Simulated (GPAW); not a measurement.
# Surface energies of Cu: faces and functionals

Which face of Cu costs least to make, and how far does the functional move the answer?

**Method.** GPAW 26.7.0, plane waves at 450 eV with PAW setups; symmetric 1×1 slabs cut at the tabulated lattice constant (two decimals; low-temperature values for the alkali metals), atoms at bulk places, 7.5 Å of vacuum on each side, one in-plane mesh for all thicknesses, Fermi-Dirac smearing of 0.1 eV. Energies are extrapolated to zero smearing and count from the program's reference atoms. Each γ comes from a line through the energies of slabs of six layers and more, E(n) = nε + 2Aγ.

The runs side by side:

```tsv
face	area an atom (Å²)	γ PBE (J/m²)	γ RPBE (J/m²)
(111)	5.64	1.27	1.03
(100)	6.52	1.44	1.17
(110)	9.22	1.58	1.30
```

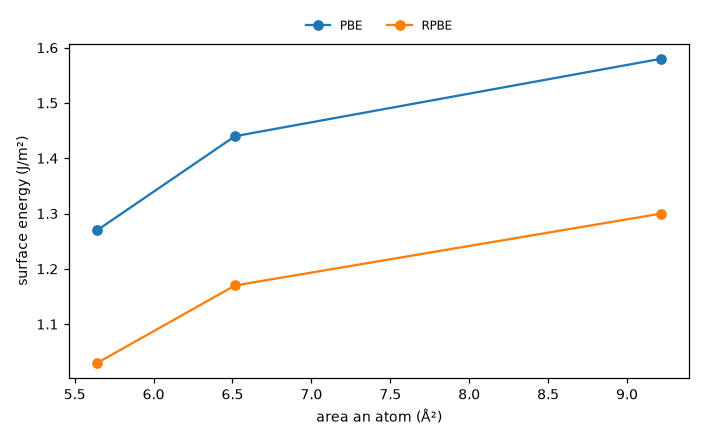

Surface energy against the openness of the face.

What this shows: With PBE the surface energy runs from 1.27 J/m² on (111) to 1.58 J/m² on (110). The densest face, (111), is the cheapest. Per surface atom the cost is 0.45 eV on (111), 0.58 eV on (100) and 0.91 eV on (110), rising as the faces open up and each atom loses more neighbours. On every face the functionals order as PBE > RPBE, by 0.24 to 0.28 J/m² from first to last: the stronger the gradient correction to exchange, the less a surface costs.

What the numbers leave out: The surfaces are unrelaxed and unreconstructed; relaxation lowers the open faces most. All functionals use the tabulated lattice constant. Faces whose energies scatter by over 20 meV about the line were left out.

[Logs are printed without paths, hosts, clocks, repeated set-up lines and the standing remarks that a program may print on its own settings, such as how far it seeks lower states.]
